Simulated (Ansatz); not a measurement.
# V2CF2 monolayer: phonons and vibrational spectra

Aim: the vibrations of V2CF2 monolayer, their spectra, and whether the structure is stable.

Main program and level: Ansatz 0.2.0; DFT LDA, scalar-relativistic, plane waves, PAW.

### Step 1. The structure

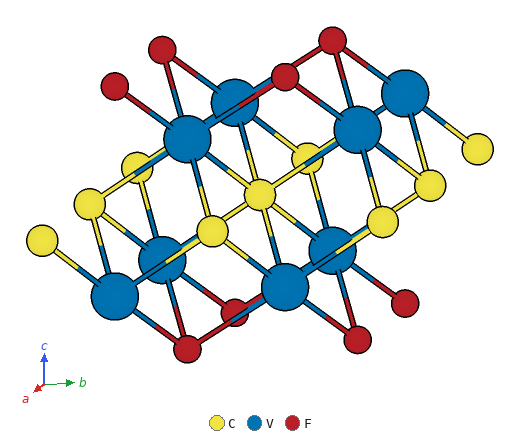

The starting structure, seen slightly off an axis (carbon yellow, vanadium blue, fluorine red). 2×2×1 cells are drawn. Some periodic images of atoms are drawn too.

The cell holds 5 atoms: 1 C, 2 V and 2 F. Its edges and angles: a = 2.900 Å, b = 2.900 Å, c = 20.000 Å, α = 90.0°, β = 90.0°, γ = 120.0°. Vacuum lies along c.

Coordinates:

```cif
data_structure
_symmetry_space_group_name_H-M 'P 1'
_symmetry_Int_Tables_number 1
_cell_length_a 2.9000
_cell_length_b 2.9000
_cell_length_c 20.0000
_cell_angle_alpha 90.000
_cell_angle_beta 90.000
_cell_angle_gamma 120.000
_cell_volume 145.67
loop_
_atom_site_label
_atom_site_type_symbol
_atom_site_fract_x
_atom_site_fract_y
_atom_site_fract_z
_atom_site_occupancy
C1 C 0.00000 0.00000 0.50000 1
V2 V 0.33333 0.66667 0.56000 1
V3 V 0.66667 0.33333 0.44000 1
F4 F 0.66667 0.33333 0.61750 1
F5 F 0.33333 0.66667 0.38250 1
```

### Step 2. Coarse relaxation

The start is far from rest, so a relaxation with loose tolerances brings it close first.

The program solves this slab on a cell height of its own, 33.2 Å, in place of the one typed.

input.yaml reads:

```yaml
crystal:
  lattice:
    - [2.9, 0.0, 0.0]
    - [-1.45, 2.51147, 0.0]
    - [0.0, 0.0, 20.0]
  atoms:
    - { symbol: C, position: [0.0, 0.0, 0.5] }
    - { symbol: V, position: [0.333333, 0.666667, 0.56] }
    - { symbol: V, position: [0.666667, 0.333333, 0.44] }
    - { symbol: F, position: [0.666667, 0.333333, 0.6175] }
    - { symbol: F, position: [0.333333, 0.666667, 0.3825] }
  periodic: [true, true, false]
kpoints:
  mp_grid: { grid: [9, 9, 1] }
hamiltonian:
  xc: lda
scf:
  occupations: { method: gaussian, width: 0.1 }
output:
  forces: true
  stress: true
  eigenvalues: true
relax:
  adjacent_minimum: "off"
  f_tol: 0.05
  max_steps: 80
  cell: { stress_2d_tol: 0.02 }
```

Command:

```
> ansatz run input.yaml --threads 8 --pin off --max-ram 14336MiB --backend cpu --events-out ev --progress --plain --runs-dir out
```

Numbers of over 12 decimals in the logs are rounded to 6 here.

The log of the run:

```text
[...]
cell:  # Å, volume = 244.9780 Å³
    - [2.918967, 0.0, 0]
    - [-1.459484, 2.527900, 0]
    - [0, 0, 33.2]
  atoms:
    - { symbol: C, position: [0, 0, 0.301205] }
    - { symbol: V, position: [0.333333, 0.666667, 0.331675] }
    - { symbol: V, position: [0.666667, 0.333333, 0.270735] }
    - { symbol: F, position: [0.666667, 0.333333, 0.369218] }
    - { symbol: F, position: [0.333333, 0.666667, 0.233192] }
[key lines of the parts left out:]
SCF converged after 7 iterations
Free energy (F): -7554.427581 eV
Fermi energy:    -5.397450 eV
P = ½ c Tr σ = 0.0090 N/m
```

Run time: 12 s. Hardware: 8 threads of Arm Neoverse V1, shared host; peak memory 0.72 GiB; 84 s of CPU time.

This run has no spin polarisation, although V can carry a moment.

The steps of the relaxation:

```
step  energy less that of the first step (eV)  largest force component (eV/Å)  volume (Å³)
   1                                   0.0000                          3.4192       241.80
   2                                  -0.5482                          2.7097       238.66
   3                                  -0.3603                          4.2156       240.49
   4                                  -0.7875                          0.2055       242.36
   5                                  -0.7929                          0.1169       243.39
   6                                  -0.7933                          0.0498       244.01
   7                                  -0.7928                          0.0006       244.86
   8                                  -0.7929                          0.0001       244.77
  9*                                  -0.7963                          0.0003       244.77
  10                                  -0.7961                          0.0002       244.98
 11*                                  -0.7962                          0.0002       244.98
```

Relaxation steps marked * repeat the geometry before them on a plane-wave basis chosen anew for their cell, so energy and pressure can jump there. Relaxation step 3 was tried and not accepted.

The run keeps the 12 symmetry operations that it works with, so distortions that break them were not tested.

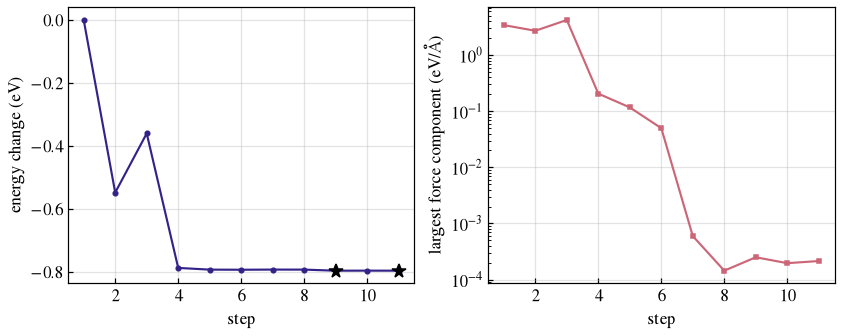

Energy and largest force along the relaxation. Stars mark steps on a basis chosen anew.

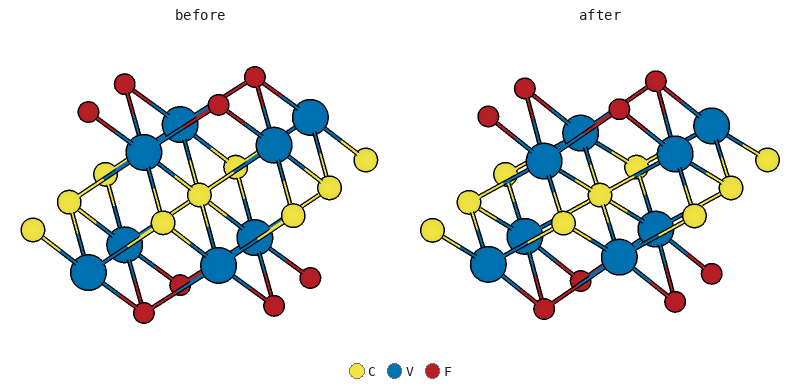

The structure before and after the relaxation, drawn at the same scale.

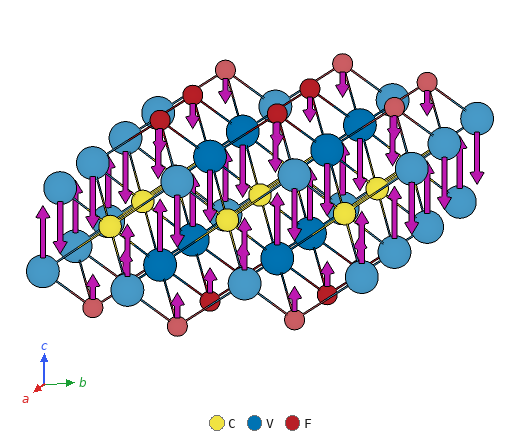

Displacements in the relaxation, exaggerated, measured against the changing cell; the longest in the cell stands for 0.19 Å. 2×2×1 cells are drawn. Some periodic images of atoms are drawn too.

```csv
cell as run,before,after,change
a (Å),2.900,2.919,+0.7 %
b (Å),2.900,2.919,+0.7 %
```

The atoms that moved most (Å, along periodic axes as changes of fractional coordinates times the final cell, across vacuum about the mean position):

```csv
atom,dx,dy,dz,length
V3,0.000,0.000,0.188,0.188
V2,0.000,0.000,-0.188,0.188
F4,0.000,0.000,-0.092,0.092
F5,0.000,0.000,0.092,0.092
```

This step gave:

```
gap on the k-mesh : 0 eV
area per atom     : 1.476 Å²
```

The relaxation ends with a largest force component of 2.1e-4 eV/Å.

### Step 3. Bringing the structure to rest

The cell and atoms are relaxed, since residual forces and stress would shift the frequencies.

input.yaml reads:

```yaml
crystal:
  lattice:
    - [2.9189671266, 0.0, 0.0]
    - [-1.4594835633, 2.5278996844, 0.0]
    - [0.0, 0.0, 33.2]
  atoms:
    - { symbol: C, position: [0.0, 0.0, 0.3012048193] }
    - { symbol: V, position: [0.3333333333, 0.6666666667, 0.3316749804] }
    - { symbol: V, position: [0.6666666667, 0.3333333333, 0.2707346581] }
    - { symbol: F, position: [0.6666666667, 0.3333333333, 0.369217879] }
    - { symbol: F, position: [0.3333333333, 0.6666666667, 0.2331917595] }
  periodic: [true, true, false]
kpoints:
  mp_grid: { grid: [15, 15, 1] }
hamiltonian:
  xc: lda
scf:
  occupations: { method: gaussian, width: 0.1 }
output:
  forces: true
  stress: true
  eigenvalues: true
  write_density: true
  write_potential: true
  elf: true
  volumetric_format: npy
relax:
  adjacent_minimum: "off"
  f_tol: 0.005
  max_steps: 80
  cell: { stress_2d_tol: 0.02 }
```

The log of the run:

```text
[...]
Crystal: 5 atoms, lattice volume = 244.978 Å³
Basis set: ecut = 420 eV, 4731 PW (Γ)
Bands: 27, of which v1, the nominal top of the filled ones, is band 22 counted from 1 (21 counted from 0)
Symmetry: 12 space group operations
[...]
k-points: 27 of 225
[...]
SCF iter   1: F=—  HF=-7554.461591 eV  |F-HF|=—  |Δ(HF+E_count)|=         —  Δρ=9.13e-3  dr2=1.59e-1  ethr=1.77e-3  ⟨swp⟩=12.0  Hψ=5247  notcnv=0
[...]
SCF iter   9: F=-7554.424624 eV  HF=-7554.424624 eV  |F-HF|=7.46e-11  |Δ(HF+E_count)|=   5.35e-9  Δρ=1.01e-7  dr2=1.28e-11  ethr=1.00e-12  ⟨swp⟩=8.4  Hψ=5164  notcnv=0
SCF 1 converged in 9 iterations: F = -7554.424624 eV  dr2 = 1.28e-11
[...]
relax step   1: F+E_penalty+E_count = -7554.42462366 eV  Δ(F+E_penalty+E_count) = +0.000e0 eV  max|allowed force component| = 9.668e-3 eV/Å  Δτ_max = 0.0000 Å  P = +0.012 N/m  Ω = 244.978 Å³  fix = [c, alpha, beta]  reactions: c +0.000 N/m  (9 SCF iters, dr2 threshold 1.00e-7 eV, accepted)
Crystal: 5 atoms, lattice volume = 244.988 Å³
[...]
SCF iter   4: F=-7554.424615 eV  HF=-7554.424615 eV  |F-HF|=1.07e-10  |Δ(HF+E_count)|=   2.67e-9  Δρ=9.12e-7  dr2=9.89e-10  ethr=1.33e-11  ⟨swp⟩=13.5  Hψ=6626  notcnv=0
SCF 2 converged in 4 iterations: F = -7554.424615 eV  dr2 = 9.89e-10
relax step   2: F+E_penalty+E_count = -7554.42461498 eV  Δ(F+E_penalty+E_count) = +8.675e-6 eV  max|allowed force component| = 2.668e-3 eV/Å  Δτ_max = 0.0001 Å  P = +0.004 N/m  Ω = 244.988 Å³  energy of the carried Pulay correction = -1.102e-5 eV  fix = [c, alpha, beta]  reactions: c +0.000 N/m  (4 SCF iters, dr2 threshold 5.84e-9 eV, accepted)
[...]
SCF iter   8: F=-7554.424627 eV  HF=-7554.424627 eV  |F-HF|=5.82e-11  |Δ(HF+E_count)|=  1.27e-11  Δρ=3.44e-8  dr2=1.69e-12  ethr=1.00e-12  ⟨swp⟩=7.0  Hψ=3182  notcnv=0
SCF 3 converged in 8 iterations: F = -7554.424627 eV  dr2 = 1.69e-12
relax step   3: F+E_penalty+E_count = -7554.42462656 eV  Δ(F+E_penalty+E_count) = -1.158e-5 eV  max|allowed force component| = 2.663e-3 eV/Å  Δτ_max = 0.0000 Å  P = +0.005 N/m  Ω = 244.988 Å³  fix = [c, alpha, beta]  reactions: c +0.000 N/m  stress off target by 4.74e-3 N/m on what of the cell is left free  SCF on the basis re-selected at this cell (its energy is not comparable with the rows above)  (8 SCF iters)
[...]
WARN: The output density's exchange-correlation potential varies sharply where the density is thin. Do not read a vacuum level from v_tot or v_xc, or from such a field of the output density. On a cell that repeats whose density bears no net charge and no dipole along the vacuum's axis use v_es (v_loc + v_h of the components); under efield.dipole_correction with no amplitude use v_es + v_field, which holds any externa [...]
SCF converged after 8 iterations
Free energy (F): -7554.424627 eV
[...]
Internal energy: -7554.414778 eV  (E = F + TS)
E sigma→0 (E₀):  -7554.419702 eV
Entropy (-TS):   -0.009849 eV (-1.970 meV/atom)
Fermi energy:    -5.280309 eV
[...]
--- Forces (eV/Å), atoms counted from 1 ---
  atom   1  C     -0.00000000    -0.00000000     0.00000000
  atom   2  V      0.00000000     0.00000000     0.00266293
  atom   3  V     -0.00000000    -0.00000000    -0.00266293
  atom   4  F     -0.00000000    -0.00000000    -0.00110150
  atom   5  F      0.00000000     0.00000000     0.00110150
  max |Σ_I F_I| component: 1.39e-17 eV/Å
--- 2D stress c σ (N/m, compression-positive) ---
        0.004744       0.000000      -0.000000
        0.000000       0.004744      -0.000000
       -0.000000      -0.000000       0.000000
  P = ½ c Tr σ = 0.0047 N/m
--- Band table (eV; the first three rows and the last of 27) ---
  k-point 0: bands = [... 18 lower, -9.1600, -9.1600, -6.7144, -6.7144, -5.8749, -4.7462, -4.7462, -4.4968, ... 1 higher]
  k-point 1: bands = [... 18 lower, -9.3369, -9.2153, -6.7611, -6.6234, -5.8532, -4.7784, -4.7296, -4.5112, ... 1 higher]
  k-point 2: bands = [... 18 lower, -9.7084, -9.3412, -6.9408, -6.3795, -5.7564, -4.8203, -4.6789, -4.5214, ... 1 higher]
  k-point 26: bands = [... 18 lower, -10.7283, -9.6186, -5.9865, -5.5824, -5.5824, -4.2852, -4.2852, -3.9474, ... 1 higher]
--- Relaxed structure (2 steps of the walk, 2 accepted, 1 SCFs on fresh bases) ---
[...]
cell:  # Å, volume = 244.9883 Å³
    - [2.919028, 0.0, 0]
    - [-1.459514, 2.527953, 0]
    - [0, 0, 33.2]
  atoms:
    - { symbol: C, position: [0, 0, 0.301205] }
    - { symbol: V, position: [0.333333, 0.666667, 0.331679] }
    - { symbol: V, position: [0.666667, 0.333333, 0.270731] }
    - { symbol: F, position: [0.666667, 0.333333, 0.369214] }
    - { symbol: F, position: [0.333333, 0.666667, 0.233196] }
```

Wall time 7.5 s (8 threads); peak memory 0.82 GiB; 54 s of CPU time.

Little changed from the start: no atom moved by 0.005 Å and no cell edge by 0.1 %.

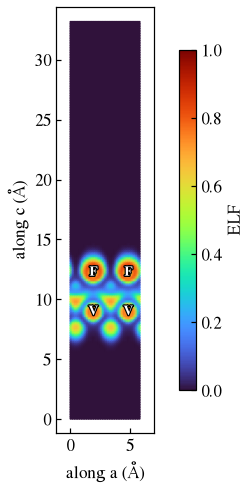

ELF in the ac plane at fractional y = 0.333, with atoms of V and F within 0.2 Å of it. It is the smooth field of the valence electrons, not physical close to the nuclei.

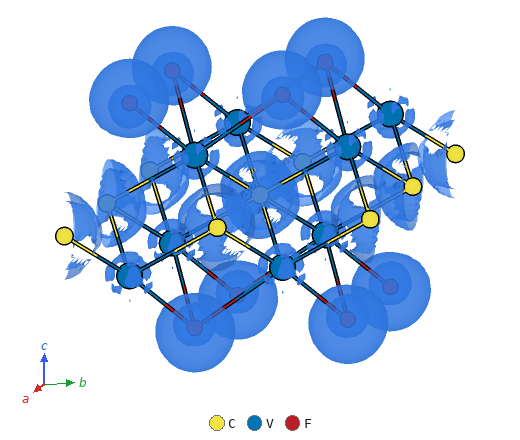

Surface of ELF = 0.76. 2×2×1 cells are drawn.

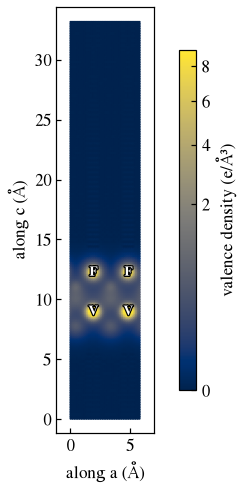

Valence density in the ac plane at fractional y = 0.333, with atoms of V and F within 0.2 Å of it. It is the smooth field of the valence electrons, not physical close to the nuclei. The colour scale is stretched toward low values.

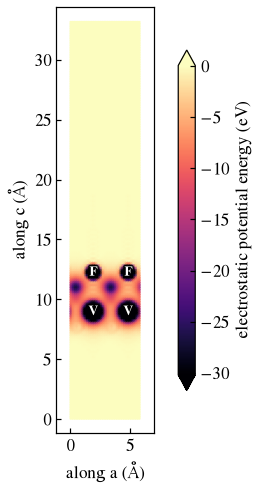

Electrostatic potential energy in the ac plane at fractional y = 0.333, with atoms of V and F within 0.2 Å of it. With pseudopotentials it is smooth inside the atoms' cores, unlike the true potential.

### Step 4. Relaxing to small forces for the phonons

Phonons need a cell at rest on their own settings, so the relaxation is repeated with tight tolerances on forces and stress, using the mesh and the filling of the phonon run that follows.

input.yaml reads:

```yaml
crystal:
  lattice:
    - [2.9190283276, 0.0, 0.0]
    - [-1.4595141638, 2.5279526861, 0.0]
    - [0.0, 0.0, 33.2]
  atoms:
    - { symbol: C, position: [0.0, 0.0, 0.3012048193] }
    - { symbol: V, position: [0.3333333333, 0.6666666667, 0.3316787447] }
    - { symbol: V, position: [0.6666666667, 0.3333333333, 0.2707308938] }
    - { symbol: F, position: [0.6666666667, 0.3333333333, 0.3692140022] }
    - { symbol: F, position: [0.3333333333, 0.6666666667, 0.2331956363] }
  periodic: [true, true, false]
kpoints:
  mp_grid: { grid: [18, 18, 1] }
hamiltonian:
  xc: lda
scf:
  occupations: { method: methfessel_paxton, width: 0.15 }
output:
  forces: true
  stress: true
  eigenvalues: true
  write_density: true
  write_potential: true
  elf: true
  volumetric_format: npy
relax:
  adjacent_minimum: "off"
  f_tol: 0.001
  max_steps: 60
  cell: { stress_2d_tol: 0.002 }
```

The log of the run:

```text
[...]
Crystal: 5 atoms, lattice volume = 244.988 Å³
Basis set: ecut = 420 eV, 4731 PW (Γ)
Bands: 27, of which v1, the nominal top of the filled ones, is band 22 counted from 1 (21 counted from 0)
Symmetry: 12 space group operations
[...]
k-points: 37 of 324
[...]
cell:  # Å, volume = 244.9110 Å³
    - [2.918568, 0.0, 0]
    - [-1.459284, 2.527554, 0]
    - [0, 0, 33.2]
  atoms:
    - { symbol: C, position: [0, 0, 0.30120481926] }
    - { symbol: V, position: [0.333333, 0.666667, 0.331693] }
    - { symbol: V, position: [0.666667, 0.333333, 0.270716] }
    - { symbol: F, position: [0.666667, 0.333333, 0.369227] }
    - { symbol: F, position: [0.333333, 0.666667, 0.233182] }
[key lines of the parts left out:]
SCF converged after 10 iterations
Free energy (F): -7554.419645 eV
Fermi energy:    -5.274327 eV
P = ½ c Tr σ = -0.0011 N/m
```

The job ended after 17 s (8 threads; peak memory 0.83 GiB).

Little changed from the start: no atom moved by 0.005 Å and no cell edge by 0.1 %.

Numbers from this step:

| Property | Result |
| --- | --- |
| area per atom | 1.475 Å² |

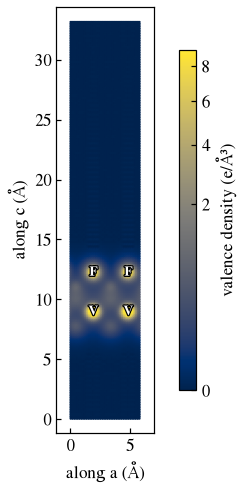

Valence density in the ac plane at fractional y = 0.333, with atoms of V and F within 0.2 Å of it. It is the smooth field of the valence electrons, not physical close to the nuclei. The colour scale is stretched toward low values.

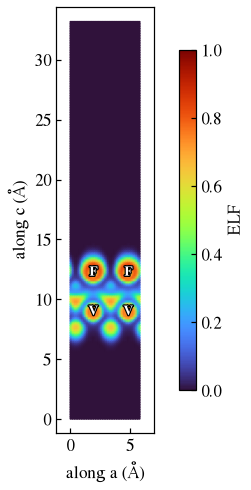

ELF in the ac plane at fractional y = 0.333, with atoms of V and F within 0.2 Å of it. It is the smooth field of the valence electrons, not physical close to the nuclei.

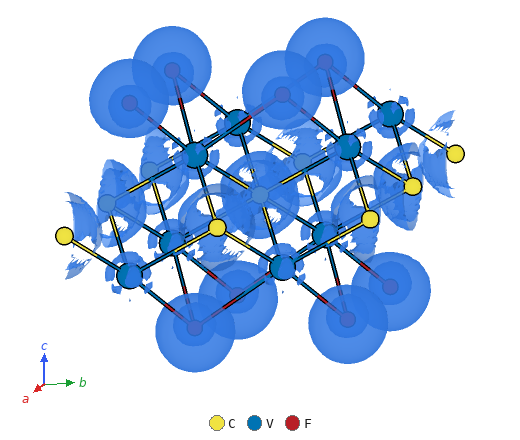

Surface of ELF = 0.76. 2×2×1 cells are drawn.

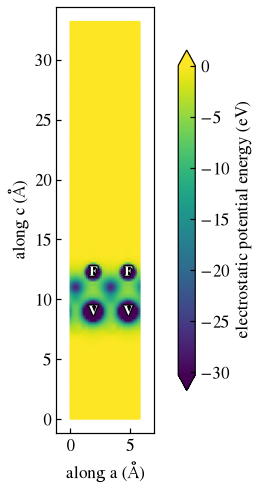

Electrostatic potential energy in the ac plane at fractional y = 0.333, with atoms of V and F within 0.2 Å of it. With pseudopotentials it is smooth inside the atoms' cores, unlike the true potential.

The largest force component left is 0.18 meV/Å, within the tolerances set.

(Part 1 of 2 ends here.)

[Logs are printed without paths, hosts, clocks, repeated set-up lines and the standing remarks that a program may print on its own settings, such as how far it seeks lower states.]

[Hosts, paths, dates, database ids (printed as entryN), source tags and the programs' standing remarks are cut or masked in the printed files.]
